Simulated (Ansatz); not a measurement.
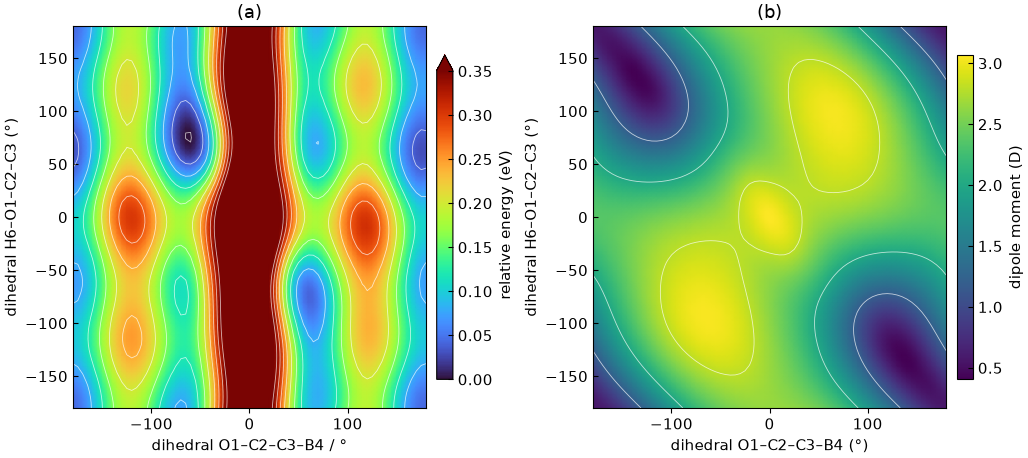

C₂H₆BFO, SMILES OCCBF. 
- The first coordinate is: dihedral O1–C2–C3–B4; the second: dihedral H6–O1–C2–C3.
- Nothing is relaxed (all other coordinates rigid).
- The grid has 18 × 18 points.
- Points are written as (first, second).
- Energies are in eV, from the lowest grid point.
- The calculation used RHF/def2-TZVP (Ansatz 0.2.0).

Panel (a) is the energy; panel (b) is the computed dipole moment, in D.

Drawn: a smooth colour map with a few white contour lines, one colour for all values above the top of the scale. Between grid points the surface is interpolated.

How does the dipole moment vary over the map, and what is it at the lowest grid point?

Answer. Leaving out the highest fifth of the energies, it runs from 0.41 D at (−140°, 140°) to 3.04 D at (−60°, −100°). At the lowest grid point, (−60°, 80°), it is 1.76 D.

| dihedral H6–O1–C2–C3 ↓, dihedral O1–C2–C3–B4 → | −180 | −140 | −100 | −60 | −20 | 20 | 60 | 100 | 140 |
| --- | --- | --- | --- | --- | --- | --- | --- | --- | --- |
| 160 | 0.74 | 0.65 | 1.42 | 2.13 | 2.53 | 2.71 | 2.64 | 2.20 | 1.48 |
| 120 | 1.34 | 0.52 | 0.85 | 1.74 | 2.38 | 2.81 | 2.98 | 2.74 | 2.14 |
| 80 | 1.79 | 1.17 | 1.12 | 1.76 | 2.34 | 2.75 | 3.01 | 2.90 | 2.45 |
| 40 | 2.16 | 1.91 | 1.91 | 2.24 | 2.70 | 2.74 | 2.87 | 2.82 | 2.54 |
| 0 | 2.36 | 2.42 | 2.54 | 2.66 | 2.91 | 2.92 | 2.66 | 2.55 | 2.42 |
| −40 | 2.14 | 2.53 | 2.82 | 2.88 | 2.76 | 2.73 | 2.27 | 1.92 | 1.89 |
| −80 | 1.75 | 2.42 | 2.90 | 3.02 | 2.79 | 2.39 | 1.82 | 1.16 | 1.15 |
| −120 | 1.28 | 2.10 | 2.73 | 2.98 | 2.84 | 2.42 | 1.79 | 0.91 | 0.50 |
| −160 | 0.70 | 1.44 | 2.17 | 2.63 | 2.72 | 2.55 | 2.16 | 1.46 | 0.68 |

The table holds every second grid line.
